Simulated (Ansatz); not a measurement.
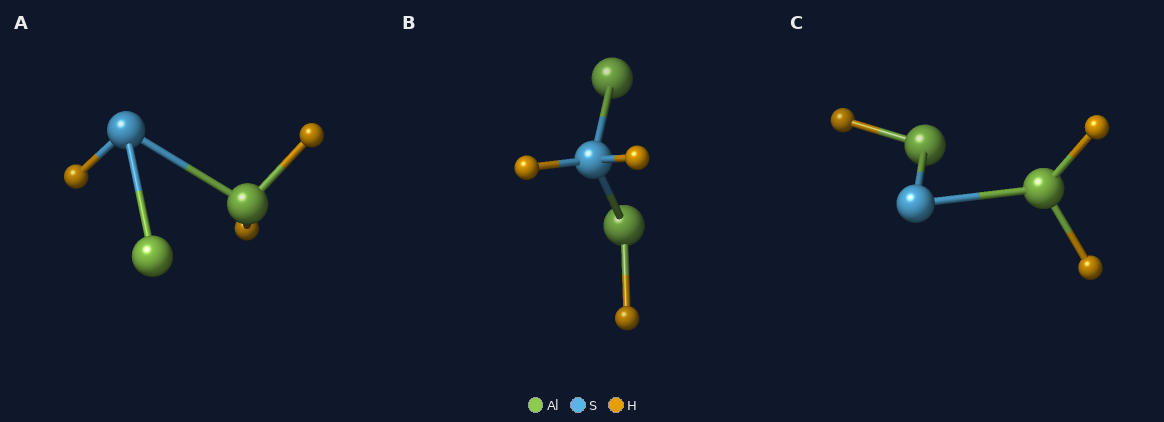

3 stationary structures of one formula. Charge −1, singlet. Geometries: PBE0-D4/def2-TZVPD. Electronic energies: B3LYP-D4/def2-TZVPPD (Ansatz 0.2.0), without zero-point energy. No frequency run is at hand to confirm each as a minimum.

> Rank them by energy, lowest first.

C is lowest (Cs); A lies 33.8 kcal/mol above it (C1), B lies 91.0 kcal/mol above it (Cs).
